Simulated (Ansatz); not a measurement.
# AlH3 (triplet): correlated methods under varied settings at distance Al1–H2 = 1.925 Å

What do other methods and options give for AlH3 (triplet) at this geometry, and how long do they take?

Computed with Ansatz 0.2.0, Gaussian basis. Level: the settings change from run to run.

16 further runs of the same task are left out: 12 that didn't finish, 4 set aside as unsound or not needed.

## (1) What is computed

The geometry derives from a PBE0/def2-TZVP stationary point (not a proven minimum). One bond is set to the value named and the two fragments are kept rigid.

4 atoms, charge 0, spin multiplicity 3.

Atoms are counted from 1 here; the program's logs count them from 0.

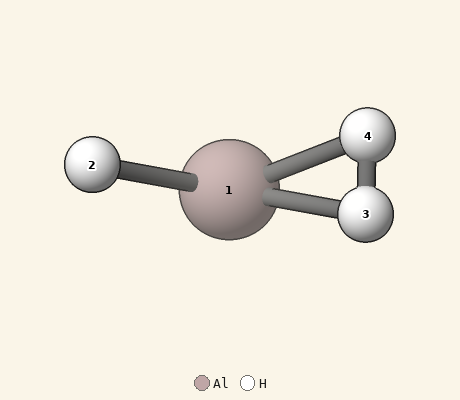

The structure; aluminium light grey, hydrogen white; atoms are numbered from 1 in the order of the file.

## (2) MP2 on ROHF/cc-pVDZ

in.yaml

```yaml
crystal:
  periodic: [false, false, false]
  atoms:
    - {symbol: Al, position_ang: [0.000000, 0.084669, -0.090966]}
    - {symbol: H, position_ang: [0.000000, -1.667466, -0.888242]}
    - {symbol: H, position_ang: [0.420650, -0.299517, 1.661658]}
    - {symbol: H, position_ang: [-0.420650, -0.299517, 1.661658]}
basis:
  gaussian: {orbitals: cc-pVDZ}
magnetization: {spin_polarized: false, initial_magnetization: 2}
correlation: {method: mp2, electrons: all}
output: {forces: true}
```

Command:

```sh
ansatz run in.yaml --threads 1 --pin off --events-out ev --progress --plain --max-ram 2393MiB
```

The log of the run:

```text
Functional definition: HF
  name "HF"
  cite "Fock, Z. Phys. 61, 126 (1930) doi:10.1007/BF01340294"
  parent pbe
  exchange = exact_x
  correlation = 0
310 factors; integrals over basis functions are off by at most 1.2e-3 eV
mean field evaluation 1: about -6625.5336 eV, gradient 8.0e0 eV
mean field evaluation 2: about -6625.5357 eV, gradient 8.0e0 eV
mean field evaluation 4: about -6626.3948 eV, gradient 1.2e0 eV
mean field evaluation 8: about -6626.4512 eV, gradient 6.1e-4 eV
mean field -6626.45124715 eV, -243.5175917627 hartree, gradient 1.4e-6 eV, S^2 2.000000; 0 other end points of the search recorded, 0 dependent functions left out
mean field evaluation 16: about -6626.4551 eV, gradient 9.7e-1 eV
reference -6626.45124715 eV, -243.5175917627 hartree; 9, 7 occupied and 24, 26 virtual orbitals, 310 factors
second order -2.03201146 eV of doubles, -0.02234817 eV of singles
the calculation of the forces begins
Total energy: -6628.50560678 eV, -243.5930880866 hartree
Atom 0 at     0.000000     0.084669    -0.090966 Å, force    -0.000000    -2.180504    -1.218293 eV/Å
Atom 1 at     0.000000    -1.667466    -0.888242 Å, force    -0.000000     2.224895     1.011444 eV/Å
Atom 2 at     0.420650    -0.299517     1.661658 Å, force    -0.272246    -0.022195     0.103424 eV/Å
Atom 3 at    -0.420650    -0.299517     1.661658 Å, force     0.272246    -0.022195     0.103424 eV/Å
Dipole moment:     0.000000     0.204967     0.284968 e Å
```

It took 0.3 s on 1 thread of Arm Neoverse V1, shared host.

## (3) CASCI(4,6)/cc-pVDZ

in.yaml: that of step 2 with these lines changed.

```diff
@@ -10,3 +10,3 @@
 magnetization: {spin_polarized: false, initial_magnetization: 2}
-correlation: {method: mp2, electrons: all}
+correlation: {active_space: {window: {electrons: 4, orbitals: 6}, fixed_orbitals: true}}
 output: {forces: true}
```

Launched as before.

The log of the run, shortened:

```text
Functional definition: HF
  name "HF"
  cite "Fock, Z. Phys. 61, 126 (1930) doi:10.1007/BF01340294"
  parent pbe
[...]
310 factors; integrals over basis functions are off by at most 1.2e-3 eV
[...]
mean field -6626.45124715 eV, -243.5175917627 hartree, gradient 1.4e-6 eV, S^2 2.000000; 0 other end points of the search recorded, 0 dependent functions left out
reference -6626.45124715 eV, -243.5175917627 hartree; 9, 7 occupied and 24, 26 virtual orbitals, 310 factors
state -6626.67927573 eV, -243.5259716587 hartree
[...]
Total energy: -6626.67927573 eV, -243.5259716587 hartree
Atom 0 at     0.000000     0.084669    -0.090966 Å, force    -0.000000    -1.943839    -1.355150 eV/Å
Atom 1 at     0.000000    -1.667466    -0.888242 Å, force     0.000000     2.016215     0.887239 eV/Å
Atom 2 at     0.420650    -0.299517     1.661658 Å, force    -0.740334    -0.036188     0.233956 eV/Å
Atom 3 at    -0.420650    -0.299517     1.661658 Å, force     0.740334    -0.036188     0.233956 eV/Å
Dipole moment:     0.000000     0.221812     0.304035 e Å
```

Run time: 0.24 s. Hardware: 1 thread of Arm Neoverse V1, shared host.

From the report: 112 determinants; active occupations 1.98, 1.00, 1.00, 0.01, 0.01, 0.00.

## (4) HF/6-31++G**

in.yaml: that of step 3 with these lines changed.

```diff
@@ -8,5 +8,6 @@
 basis:
-  gaussian: {orbitals: cc-pVDZ}
+  gaussian: {orbitals: "6-31++G**"}
 magnetization: {spin_polarized: false, initial_magnetization: 2}
-correlation: {active_space: {window: {electrons: 4, orbitals: 6}, fixed_orbitals: true}}
-output: {forces: true}
+hamiltonian: {xc: hf}
+scf: {lower_state_search: off}
+output: {orbitals: {seedname: orbitals}}
```

Launched as before.

The log of the run:

```text
Functional definition: HF
  name "HF"
  cite "Fock, Z. Phys. 61, 126 (1930) doi:10.1007/BF01340294"
  parent pbe
  exchange = exact_x
  correlation = 0
these checks for a lower state are left out or cut short: stability, starts, cluster_reference, orbital_swaps, neighbouring_geometries, increment
349 factors; integrals over basis functions are off by at most 1.4e-3 eV
mean field evaluation 1: about -6625.0434 eV, gradient 7.7e0 eV
mean field evaluation 2: about -6625.0464 eV, gradient 7.8e0 eV
mean field evaluation 4: about -6625.9878 eV, gradient 1.3e0 eV
mean field evaluation 8: about -6626.0506 eV, gradient 3.5e-4 eV
mean field -6626.05064394 eV, -243.5028698665 hartree, gradient 2.8e-6 eV, S^2 2.000000; 0 other end points of the search recorded, 0 dependent functions left out
reference -6626.05064394 eV, -243.5028698665 hartree; 9, 7 occupied and 32, 34 virtual orbitals, 349 factors
Total energy: -6626.05064394 eV, -243.5028698665 hartree
Checks for a lower state left out: stability, starts, cluster_reference, orbital_swaps, neighbouring_geometries, increment
```

Run time: 0.15 s. Hardware: 1 thread of Arm Neoverse V1, shared host.

## (5) MRCISD+Q(4,6)/cc-pVDZ

in.yaml: that of step 4 with these lines changed.

```diff
@@ -8,6 +8,5 @@
 basis:
-  gaussian: {orbitals: "6-31++G**"}
+  gaussian: {orbitals: cc-pVDZ}
 magnetization: {spin_polarized: false, initial_magnetization: 2}
-hamiltonian: {xc: hf}
-scf: {lower_state_search: off}
-output: {orbitals: {seedname: orbitals}}
+correlation: {method: fic_mrcisd_q, electrons: outside_noble_gas, active_space: {window: {electrons: 4, orbitals: 6}}}
+scf: {lower_state_search: full}
```

Launched as before.

The log of the run, shortened:

```text
Functional definition: HF
  name "HF"
  cite "Fock, Z. Phys. 61, 126 (1930) doi:10.1007/BF01340294"
  parent pbe
[...]
310 factors; integrals over basis functions are off by at most 1.2e-3 eV
[...]
mean field -6626.45124715 eV, -243.5175917627 hartree, gradient 1.4e-6 eV, S^2 2.000000; 4 other end points of the search recorded, 0 dependent functions left out
reference -6626.45124715 eV, -243.5175917627 hartree; 9, 7 occupied and 24, 26 virtual orbitals, 310 factors
state -6627.23230773 eV, -243.5462952096 hartree
contracted CI cycle   1: correlation 0.00000000 eV, 0.0000000000 hartree, residual 1.01e1 eV
contracted CI cycle   2: correlation -1.75619015 eV, -0.0645387975 hartree, residual 1.78e0 eV
contracted CI cycle   3: correlation -1.81985041 eV, -0.0668782690 hartree, residual 4.20e-1 eV
contracted CI cycle   4: correlation -1.82381302 eV, -0.0670238924 hartree, residual 1.22e-1 eV
contracted CI cycle   5: correlation -1.82410034 eV, -0.0670344512 hartree, residual 3.24e-2 eV
contracted CI cycle   6: correlation -1.82412427 eV, -0.0670353307 hartree, residual 1.09e-2 eV
contracted CI cycle   7: correlation -1.82412671 eV, -0.0670354202 hartree, residual 3.38e-3 eV
contracted CI cycle   8: correlation -1.82412694 eV, -0.0670354287 hartree, residual 1.04e-3 eV
state -6627.23230773 eV, -243.5462952096 hartree; corrected -6629.13773389 eV, -243.6163183297 hartree
Total energy: -6629.13773389 eV, -243.6163183297 hartree
```

It took 1.1 s on 1 thread of Arm Neoverse V1, shared host.

From the report: 112 determinants; active occupations 1.94, 1.00, 1.00, 0.05, 0.01, 0.01.

## (6) NEVPT4(SD)(6,5)/cc-pVDZ

in.yaml: that of step 5 with these lines changed.

```diff
@@ -10,3 +10,2 @@
 magnetization: {spin_polarized: false, initial_magnetization: 2}
-correlation: {method: fic_mrcisd_q, electrons: outside_noble_gas, active_space: {window: {electrons: 4, orbitals: 6}}}
-scf: {lower_state_search: full}
+correlation: {method: fic_nevpt4_sd, electrons: outside_noble_gas, active_space: {window: {electrons: 6, orbitals: 5}, states: [{multiplicity: 3, weights: [1, 1, 1]}], root: 2}}
```

Same command.

The log of the run, shortened:

```text
Functional definition: HF
  name "HF"
  cite "Fock, Z. Phys. 61, 126 (1930) doi:10.1007/BF01340294"
  parent pbe
[...]
616 factors; integrals over basis functions are off by at most 1.9e-7 eV
[...]
mean field -6626.45128280 eV, -243.5175930730 hartree, gradient 1.4e-6 eV, S^2 2.000000; 0 other end points of the search recorded, 0 dependent functions left out
reference -6626.45128280 eV, -243.5175930730 hartree; 9, 7 occupied and 24, 26 virtual orbitals, 616 factors
state -6626.61392357 eV, -243.5235700109 hartree
state -6623.24894978 eV, -243.3999095050 hartree
state -6623.02910891 eV, -243.3918305020 hartree
state -6626.61392357 eV, -243.5235700109 hartree; corrected -6628.97407457 eV, -243.6103039603 hartree
state -6623.24894978 eV, -243.3999095050 hartree; corrected -6625.53488870 eV, -243.4839162108 hartree
state -6623.02910891 eV, -243.3918305020 hartree; corrected -6625.48920274 eV, -243.4822372829 hartree
Total energy: -6625.48920274 eV, -243.4822372829 hartree
```

Run time: 0.75 s. Hardware: 1 thread of Arm Neoverse V1, shared host.

From the report: 48 determinants; active occupations (of the averaged states) 2.00, 1.67, 1.17, 0.74, 0.43.

## (7) HF/cc-pVDZ

in.yaml: that of step 6 with these lines changed.

```diff
@@ -10,2 +10,4 @@
 magnetization: {spin_polarized: false, initial_magnetization: 2}
-correlation: {method: fic_nevpt4_sd, electrons: outside_noble_gas, active_space: {window: {electrons: 6, orbitals: 5}, states: [{multiplicity: 3, weights: [1, 1, 1]}], root: 2}}
+hamiltonian: {xc: hf}
+scf: {lower_state_search: off}
+output: {orbitals: {seedname: orbitals}}
```

Launched as before.

The log of the run:

```text
Functional definition: HF
  name "HF"
  cite "Fock, Z. Phys. 61, 126 (1930) doi:10.1007/BF01340294"
  parent pbe
  exchange = exact_x
  correlation = 0
these checks for a lower state are left out or cut short: stability, starts, cluster_reference, orbital_swaps, neighbouring_geometries, increment
310 factors; integrals over basis functions are off by at most 1.2e-3 eV
mean field evaluation 1: about -6625.5336 eV, gradient 8.0e0 eV
mean field evaluation 2: about -6625.5357 eV, gradient 8.0e0 eV
mean field evaluation 4: about -6626.3948 eV, gradient 1.2e0 eV
mean field evaluation 8: about -6626.4512 eV, gradient 6.1e-4 eV
mean field -6626.45124715 eV, -243.5175917627 hartree, gradient 1.4e-6 eV, S^2 2.000000; 0 other end points of the search recorded, 0 dependent functions left out
reference -6626.45124715 eV, -243.5175917627 hartree; 9, 7 occupied and 24, 26 virtual orbitals, 310 factors
Total energy: -6626.45124715 eV, -243.5175917627 hartree
Checks for a lower state left out: stability, starts, cluster_reference, orbital_swaps, neighbouring_geometries, increment
```

It took 0.12 s on 1 thread of Arm Neoverse V1, shared host.

## (8) BCCD(T) on ROHF/cc-pVDZ

in.yaml: that of step 7 with these lines changed.

```diff
@@ -10,4 +10,3 @@
 magnetization: {spin_polarized: false, initial_magnetization: 2}
-hamiltonian: {xc: hf}
-scf: {lower_state_search: off}
-output: {orbitals: {seedname: orbitals}}
+correlation: {method: bccd_t, electrons: outside_noble_gas}
+accuracy: high
```

Same command.

The log of the run, shortened:

```text
Functional definition: HF
  name "HF"
  cite "Fock, Z. Phys. 61, 126 (1930) doi:10.1007/BF01340294"
  parent pbe
[...]
691 factors; integrals over basis functions are off by at most 2.9e-9 eV
[...]
mean field -6626.45128282 eV, -243.5175930737 hartree, gradient 3.1e-8 eV, S^2 2.000000; 1 other end points of the search recorded, 0 dependent functions left out
determinant -6626.45128282 eV, -243.5175930737 hartree, with singles and doubles -6629.04834443 eV, -243.6130333275 hartree
determinant -6623.36189890 eV, -243.4040603086 hartree, with singles and doubles -6625.93962156 eV, -243.4987898693 hartree
5 core orbitals not correlated: weight in the atoms' cores, before any rotation towards them, 1.000 or more for the frozen orbitals, at most 0.000 for the correlated occupied ones
reference -6626.45128282 eV, -243.5175930737 hartree; 4, 2 occupied and 24, 26 virtual orbitals, 691 factors
second order -1.90481416 eV of doubles, -0.02192100 eV of singles
cycle   1  -2.60105812 eV  change   -4.0e-3 eV  update   8.6e-3
[...]
cycle  21  -2.59801724 eV  change   5.8e-11 eV  update  4.4e-10
perturbative correction -0.05539522 eV, -0.0020357367 hartree
Total energy: -6629.10469528 eV, -243.6151041829 hartree
```

It took 1.3 s on 1 thread of Arm Neoverse V1, shared host.

From the report: correlation -2.6534 eV; largest double amplitude 0.06.

## (9) BCCD(T) on ROHF/def2-TZVP

in.yaml: that of step 8 with these lines changed.

```diff
@@ -8,5 +8,4 @@
 basis:
-  gaussian: {orbitals: cc-pVDZ}
+  gaussian: {orbitals: def2-TZVP, fitting: {mean_field: def2-universal-jkfit}}
 magnetization: {spin_polarized: false, initial_magnetization: 2}
 correlation: {method: bccd_t, electrons: outside_noble_gas}
-accuracy: high
```

The command is unchanged.

The log of the run, shortened:

```text
Functional definition: HF
  name "HF"
  cite "Fock, Z. Phys. 61, 126 (1930) doi:10.1007/BF01340294"
  parent pbe
[...]
182 factors; integrals over basis functions are off by at most 9.2e-1 eV
[...]
mean field -6626.64605450 eV, -243.5247508010 hartree, gradient 1.0e-6 eV, S^2 2.000000; 1 other end points of the search recorded, 0 dependent functions left out
determinant -6626.64605450 eV, -243.5247508010 hartree, with singles and doubles -6629.45434557 eV, -243.6279535942 hartree
determinant -6623.67784926 eV, -243.4156712702 hartree, with singles and doubles -6626.46710615 eV, -243.5181745704 hartree
5 core orbitals not correlated: weight in the atoms' cores, before any rotation towards them, 1.000 or more for the frozen orbitals, at most 0.000 for the correlated occupied ones
reference -6626.64605450 eV, -243.5247508010 hartree; 4, 2 occupied and 46, 48 virtual orbitals, 182 factors
second order -2.08004255 eV of doubles, -0.02373598 eV of singles
cycle   1  -2.77312589 eV  change   -2.0e-1 eV  update   2.2e-2
[...]
cycle  11  -2.78195043 eV  change   -1.1e-6 eV  update   2.4e-6
perturbative correction -0.07245360 eV, -0.0026626206 hartree
Total energy: -6629.50045853 eV, -243.6296482143 hartree
```

It took 1.2 s on 1 thread of Arm Neoverse V1, shared host.

From the report: correlation -2.8544 eV; largest double amplitude 0.06.

## (10) CCSDT on ROHF/def2-mTZVP

in.yaml: that of step 9 with these lines changed.

```diff
@@ -8,4 +8,5 @@
 basis:
-  gaussian: {orbitals: def2-TZVP, fitting: {mean_field: def2-universal-jkfit}}
+  gaussian: {orbitals: def2-mTZVP}
 magnetization: {spin_polarized: false, initial_magnetization: 2}
-correlation: {method: bccd_t, electrons: outside_noble_gas}
+correlation: {method: ccsdt, electrons: outside_noble_gas}
+output: {forces: true}
```

Launched as before.

The log of the run, shortened:

```text
Functional definition: HF
  name "HF"
  cite "Fock, Z. Phys. 61, 126 (1930) doi:10.1007/BF01340294"
  parent pbe
[...]
523 factors; integrals over basis functions are off by at most 1.9e-7 eV
[...]
mean field -6626.22582505 eV, -243.5093076534 hartree, gradient 1.8e-6 eV, S^2 2.000000; 1 other end points of the search recorded, 0 dependent functions left out
[...]
determinant -6626.22582505 eV, -243.5093076534 hartree, with singles and doubles -6628.19144452 eV, -243.5815428368 hartree
determinant -6623.19014871 eV, -243.3977486057 hartree, with singles and doubles -6625.18487884 eV, -243.4710535858 hartree
5 core orbitals not correlated: weight in the atoms' cores, before any rotation towards them, 1.000 or more for the frozen orbitals, at most 0.000 for the correlated occupied ones
reference -6626.22582505 eV, -243.5093076534 hartree; 4, 2 occupied and 22, 24 virtual orbitals, 523 factors
second order -1.35435991 eV of doubles, -0.01685473 eV of singles
cycle   1  -1.73016066 eV  change   -3.6e-1 eV  update   6.5e-2
[...]
cycle  15  -2.03599896 eV  change   -7.0e-7 eV  update   4.3e-7
[...]
Total energy: -6628.26182401 eV, -243.5841292350 hartree
Atom 0 at     0.000000     0.084669    -0.090966 Å, force    -0.000000    -1.663679    -1.307333 eV/Å
Atom 1 at     0.000000    -1.667466    -0.888242 Å, force     0.000000     1.785345     0.829263 eV/Å
Atom 2 at     0.420650    -0.299517     1.661658 Å, force    -0.434589    -0.060833     0.239035 eV/Å
Atom 3 at    -0.420650    -0.299517     1.661658 Å, force     0.434589    -0.060833     0.239035 eV/Å
Dipole moment:     0.000000     0.179796     0.273594 e Å
```

Run time: 6.5 s. Hardware: 1 thread of Arm Neoverse V1, shared host.

From the report: correlation -2.0360 eV; T1 0.035; largest double amplitude 0.08.

## (11) The runs in one table

Where basis and cores are those of an earlier FCI/cc-pVDZ run (-6629.1271 eV), and the state is the same kind, the miss against it is given.

```
                                                 level         correlated  functions  energy (eV)  from FCI (meV)    time
                                   MP2 on ROHF/cc-pVDZ                all         33   -6628.5056                   0.3 s
                                    CASCI(4,6)/cc-pVDZ                            33   -6626.6793          2447.8  0.24 s
                                          HF/6-31++G**                            41   -6626.0506                  0.15 s
                                 MRCISD+Q(4,6)/cc-pVDZ  outside noble gas         33   -6629.1377           -10.7   1.1 s
NEVPT4(SD)(6,5)/cc-pVDZ (excited root 2 of an average)  outside noble gas         33   -6625.4892                  0.75 s
                                            HF/cc-pVDZ                            33   -6626.4512          2675.8  0.12 s
                               BCCD(T) on ROHF/cc-pVDZ  outside noble gas         33   -6629.1047            22.4   1.3 s
                             BCCD(T) on ROHF/def2-TZVP  outside noble gas         55   -6629.5005                   1.2 s
                              CCSDT on ROHF/def2-mTZVP  outside noble gas         31   -6628.2618                   6.5 s
```

## (12) What came out

| quantity | value |
| --- | --- |
| runs | 9 |
| quickest | HF/cc-pVDZ, 0.12 s |
| slowest | CCSDT on ROHF/def2-mTZVP, 6.5 s |

What this shows: Total energies in different bases, with other cores or another treatment of relativity can't be set against each other. CCSDT on ROHF/def2-mTZVP took 54 times as long as HF/cc-pVDZ; the jobs differ in more than the method. Among the correlated runs with a miss given, it spans -11 to +22 meV. Hartree-Fock, CASSCF and CASCI lack dynamic correlation by design.
